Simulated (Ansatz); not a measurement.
System: C$_{2}$H$_{3}$B (SMILES [B+]=C[CH2]) (charge +1, doublet).

```csv
atom,x (Å),y (Å),z (Å)
C,0.6201,-0.3657,-0.7418
C,-0.5155,-0.9078,-0.2148
B,0.5628,1.0150,-1.2201
H,1.5622,-0.9303,-0.8154
H,-0.5155,-1.9410,0.1555
H,-1.4607,-0.3588,-0.1347
```

Geometry: PBE0-D3(BJ)/def2-SVP.

All numbers below come from isolated molecule in a Gaussian basis; Kohn-Sham density functional theory, functional PBE0 (Ansatz).

> What can the converged electron density, electron localisation function and spin density tell about the bonding?

C–C (1.36 Å): ρ is about 2.2 e/Å³ halfway; the ELF peaks at about 0.95 between the atoms (localised, covalent bonding).
C–B (1.46 Å): ρ is about 1.7 e/Å³ halfway; the ELF peaks at about 0.95 between the atoms: localised, covalent bonding.
C–H (1.10 Å): the density is about 2.1 e/Å³ at the midpoint; the ELF climbs to about 1 towards the hydrogen, as it does in any bond to H (an ordinary covalent bond to hydrogen).
The unpaired spin (1 electron) lies mostly on B3 (about 0.9) and C1 (about 0.1), in electrons by Hirshfeld's partition, with opposite, polarisation-induced spin on C2.

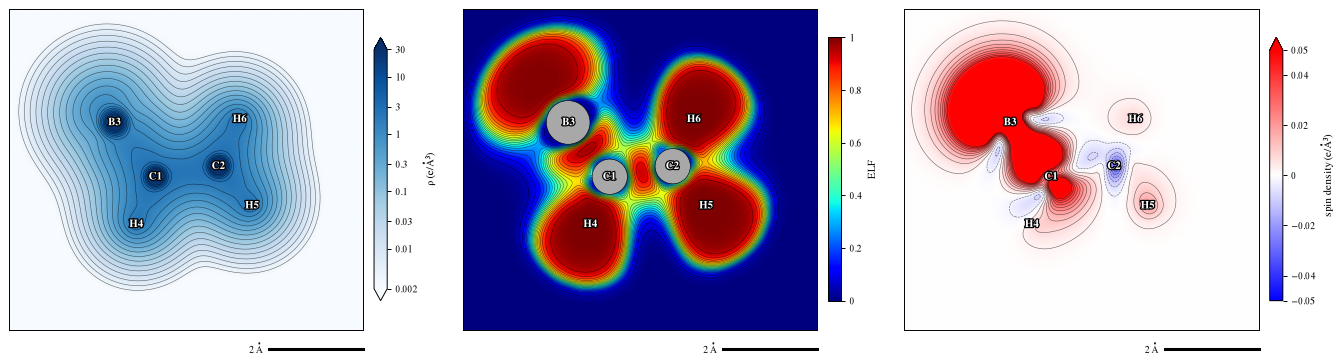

Computed electron density, electron localisation function and spin density on the molecular plane, in this order. Grey discs cover the atomic cores in the ELF map. 
